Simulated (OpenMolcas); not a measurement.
## A ladder of methods for SnSiH5O (SMILES [SiH3][O][SnH2])

SnSiH5O has 8 atoms, charge 0, and is taken as a doublet. As SMILES, `[SiH3][O][SnH2]`. The shape is that of a PBE0-D4/def2-TZVP optimisation. This is one conformer, not always the lowest.

```xyz
8

Si   -0.7379    1.0751   -0.4808
O     0.5869    0.3062    0.0788
Sn    0.9565   -1.3321    1.1080
H    -1.8779    0.1277   -0.6588
H    -0.4246    1.6964   -1.7946
H    -1.1735    2.1423    0.4619
H     2.6654   -1.4891    0.9505
H     0.0974   -2.5837    0.2792
```

Quantity: the dipole moment, in D. The values are calculated.

```csv
level,kind,program,value (D)
USVWN5/def2-SVPD (core potential),LDA,OpenMolcas,1.61
UBLYP/def2-SVPD (core potential),GGA,OpenMolcas,1.65
UPBE/def2-SVPD (core potential),GGA,OpenMolcas,1.67
U-r2SCAN/def2-SVPD (core potential),meta-GGA,OpenMolcas,1.82
UB3LYP/def2-SVPD (core potential),global hybrid,OpenMolcas,1.84
UBHLYP/def2-SVPD (core potential),global hybrid,OpenMolcas,2.03
UM06-2X/def2-SVPD (core potential),hybrid meta-GGA,OpenMolcas,2.03
UPBE0/def2-SVPD (core potential),global hybrid,OpenMolcas,1.88
```

The values span 1.61 to 2.03 D. Magnitudes only.

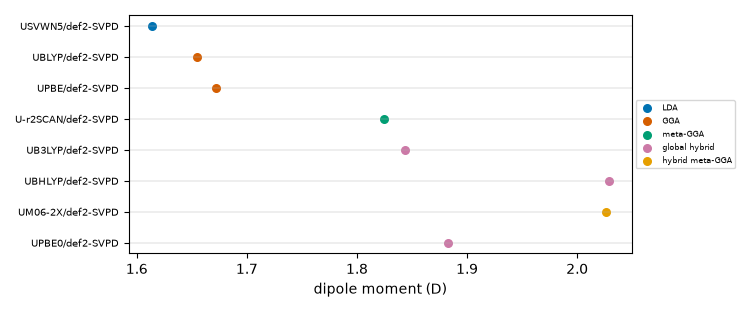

The values of the table, level by level.
